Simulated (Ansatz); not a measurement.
The figure comes from a scan of Te (trigonal-Te type, space group P3_121): volume and axial ratio are varied about the relaxed values (subscript 0). All values below come from r2SCAN (plane waves to 500 eV, PAW, scalar-relativistic; Ansatz, a program for electronic structure). k mesh 8×8×6 (Γ-centred), Fermi-Dirac smearing 0.05 eV. The energy includes the smearing's −TS. As the atoms are clamped, bonds stretch with the cell, which overstates energies and stresses. Spin-orbit coupling is left out, though Te is heavy. Te was relaxed with its symmetry unable to fall. The PAW data are Ansatz's earlier set. The zero of ΔE is the relaxed starting cell.

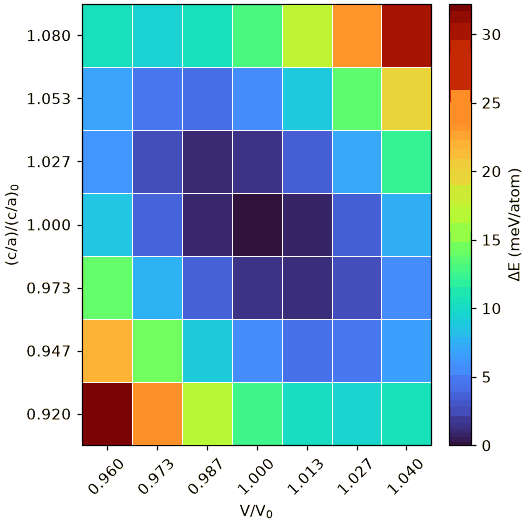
*ΔE (meV/atom), one tile a computed point.*

List the plotted points as numbers.

To the nearest 5:

ΔE (meV/atom), with V/V₀ across and (c/a)/(c/a)₀ down:

```tsv
(c/a)/(c/a)₀ \ V/V₀	0.960	0.973	0.987	1.000	1.013	1.027	1.040
0.920	30	25	15	15	10	10	10
0.947	20	15	10	5	5	5	5
0.973	15	10	5	0	0	5	5
1.000	10	5	0	0	0	5	10
1.027	5	5	0	0	5	5	10
1.053	5	5	5	5	10	15	20
1.080	10	10	10	15	15	25	30
```

(Under strain, the slope of the energy per volume gives the stress and its curvature an elastic modulus.)
